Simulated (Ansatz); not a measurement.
# Cl2GaI: what the fields show

Input

```
crystal:
  periodic: [false, false, false]
  atoms:
    - {symbol: Ga, position_ang: [0.032614, 0.054920, -0.000163]}
    - {symbol: Cl, position_ang: [2.161291, 0.069710, 0.011729]}
    - {symbol: Cl, position_ang: [-0.973453, 1.930855, -0.017838]}
    - {symbol: I, position_ang: [-1.220442, -2.055486, 0.006272]}
basis:
  gaussian: {orbitals: def2-TZVP, initial_orbitals: start.molden}
hamiltonian: {xc: pbe0, dispersion: d4}
scf: {omitted_lower_state_checks: [starts]}
output: {orbitals: {seedname: orbitals}}
```

Launched as:

```sh
ansatz run in.yaml --threads 4 --pin off --events-out ev --progress --plain --max-ram 3916MiB
```

Geometry: PBE0-D4/def2-SVP; core potentials replace the inner electrons of I.

These are results of Ansatz, RKS PBE0-D4/def2-TZVP, not measurements.

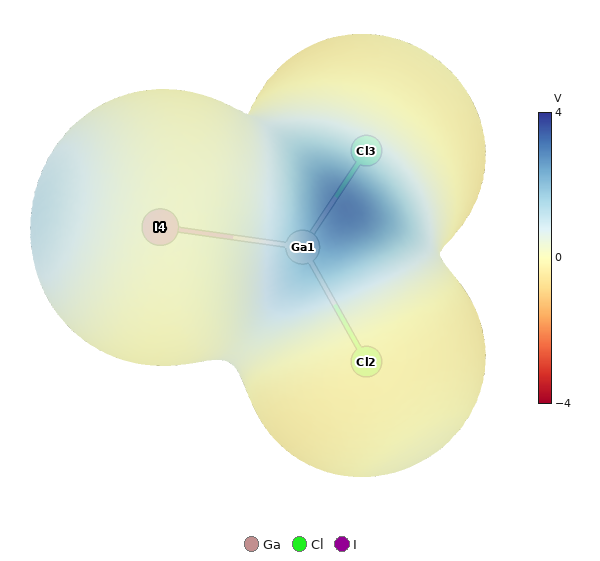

Figure 1. The electrostatic potential painted on the density surface at 0.002 e/bohr³, seen at a tilt; red is negative and blue positive.

Q: Which sites attract a positive test charge, and which a negative one?

A: A positive charge is drawn to the negative regions and a negative charge to the positive ones. The most negative region (about −0.3 V) lies over Cl2 and Cl3, the most positive (about +3.2 V) over Ga1. I4 shows a σ-hole: about +1.1 V at the tip opposite its bond, against about +0.1 V on its flanks.

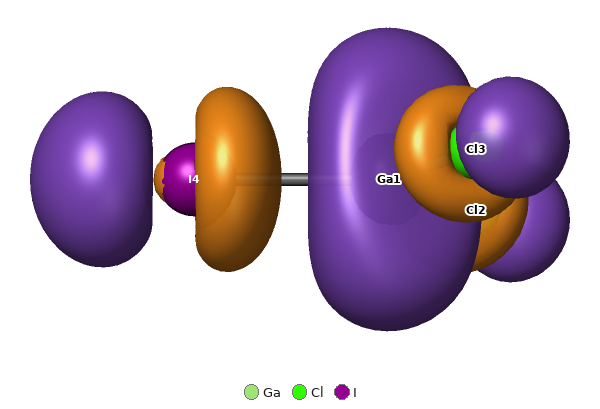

Figure 2. The LUMO at ±0.1 Å⁻³ᐟ² (orange and purple are the two phases), seen from one side.

Q: What is the character of this orbital?

A: It lies mainly on Ga1 (about 40 %), I4 (about 30 %), Cl2 (about 15 %) and Cl3 (about 15 %); it is symmetric in the molecular plane (an in-plane orbital: σ, lone-pair or in-plane π type). Its energy is −2.24 eV.
